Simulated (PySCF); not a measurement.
## Electronic structure of C3H8N2OSi2 in real space

```yaml
atoms:
  - { symbol: C, position_ang: [3.5346, -0.0554, 0.1098] }
  - { symbol: N, position_ang: [2.4917, -0.6458, 0.4567] }
  - { symbol: Si, position_ang: [1.0593, -1.1851, -0.3144] }
  - { symbol: Si, position_ang: [-0.5019, 0.0900, 0.7805] }
  - { symbol: C, position_ang: [-0.2919, 1.9367, 0.4783] }
  - { symbol: N, position_ang: [-0.1460, 3.0507, 0.2470] }
  - { symbol: O, position_ang: [-1.8611, -0.4282, 0.0605] }
  - { symbol: C, position_ang: [-3.1737, 0.0234, 0.2134] }
  - { symbol: H, position_ang: [4.2829, 0.1945, 0.8579] }
  - { symbol: H, position_ang: [3.7684, 0.2424, -0.9153] }
  - { symbol: H, position_ang: [0.9995, -1.1206, -1.7865] }
  - { symbol: H, position_ang: [1.0491, -2.5977, 0.0759] }
  - { symbol: H, position_ang: [-0.6496, 0.0894, 2.2471] }
  - { symbol: H, position_ang: [-3.4841, -0.0320, 1.2590] }
  - { symbol: H, position_ang: [-3.2625, 1.0585, -0.1236] }
  - { symbol: H, position_ang: [-3.8222, -0.6118, -0.3903] }
```

Geometry: GFN2-xTB.

Computed with PBE0/pcSseg-1, SCF density, gas phase, non-relativistic in PySCF.

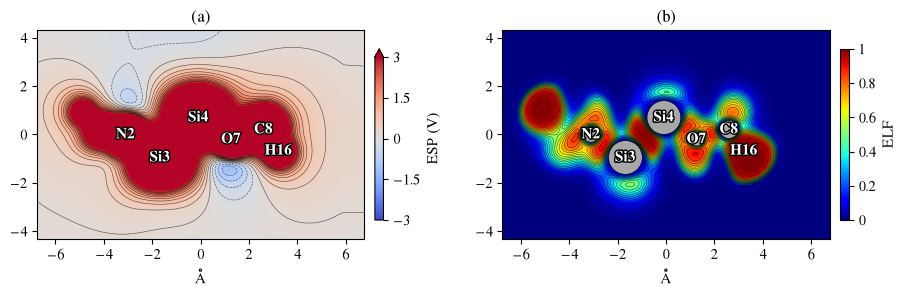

Figure 1. (a) molecular electrostatic potential; (b) ELF on the plane of atoms Si3, Si4 and O7. Grey discs cover the atomic cores in the ELF map.

**Describe what can be read from this map.**

The plane passes through N, Si, O, C and H nuclei.
C–O (1.40 Å): the ELF peaks at about 0.90 between the atoms; a polar covalent bond.
Si–O (1.62 Å): the ELF peaks at about 0.85 between the atoms; a polar covalent bond.
Si–N (1.71 Å): the ELF peaks at about 0.90 between the atoms; a shared but strongly polarised pair.
Si–Si (2.29 Å): the ELF peaks at about 1 between the atoms: localised, covalent bonding.
C–H (1.09 Å): the ELF climbs to about 1 towards the hydrogen, as it does in any bond to H (an ordinary covalent bond to hydrogen).
The ELF also peaks beside O7 and N2, away from the bonds: lone-pair regions.
Outside the dense part of the molecule the potential is most negative (−1.2 V) near O7.

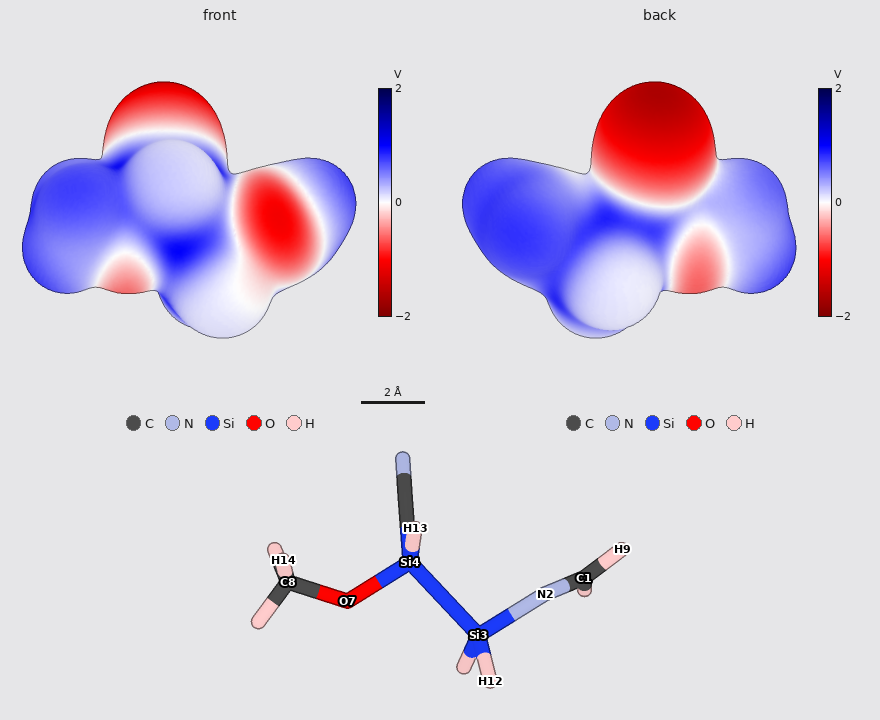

Figure 2. The electrostatic potential painted on the density surface at 0.001 e/bohr³, seen from the front and from behind; red is negative and blue positive. The bare structure is drawn below in the same view.

**Describe the electrostatic potential map.**

The most negative region (about −1.6 V) lies over N6, the most positive (about +0.9 V) over Si3 and Si4. N6 is the likeliest acceptor of a hydrogen bond.
